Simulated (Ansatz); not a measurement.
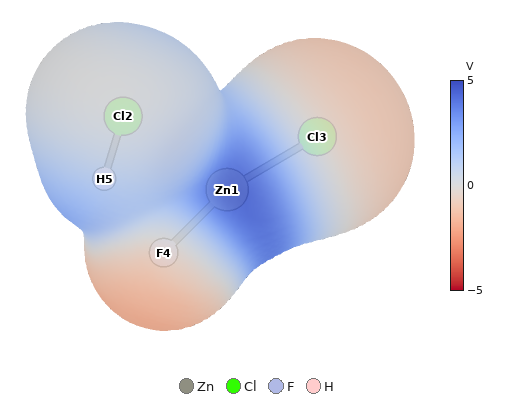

Figure. ClFZn···HCl. The electrostatic potential painted on the density surface at 0.002 e/bohr³, seen at a tilt; red is negative and blue positive.

Theory: Ansatz 0.2.0, RHF/def2-SVP.

Input

```
crystal:
  periodic: [false, false, false]
  atoms:
    - { symbol: Zn, position_ang: [-0.786057, 0.000577, -0.618151] }
    - { symbol: Cl, position_ang: [0.128829, -0.000627, 2.695928] }
    - { symbol: Cl, position_ang: [0.609356, -8.9e-05, -2.229506] }
    - { symbol: F, position_ang: [-2.105394, -0.000796, 0.503354] }
    - { symbol: H, position_ang: [-1.161535, 0.000934, 2.398074] }
basis:
  gaussian: { orbitals: def2-SVP }
hamiltonian:
  xc: hf
relax:
  f_tol: 0.03
  max_steps: 50
output:
  orbitals: {}
```

Launched as:

```sh
ansatz run input.yaml --threads 1 --pin off --max-ram 2048MiB --backend cpu --events-out ev --progress --plain --runs-dir out
```

The fields are those of the run's last geometry, not of the input's.

> Describe the electrostatic potential map.

The most negative region (about −1.8 V, or −42 kcal/mol for a unit charge) lies over F4, the most positive (about +4.3 V, or +99 kcal/mol for a unit charge) over Zn1.
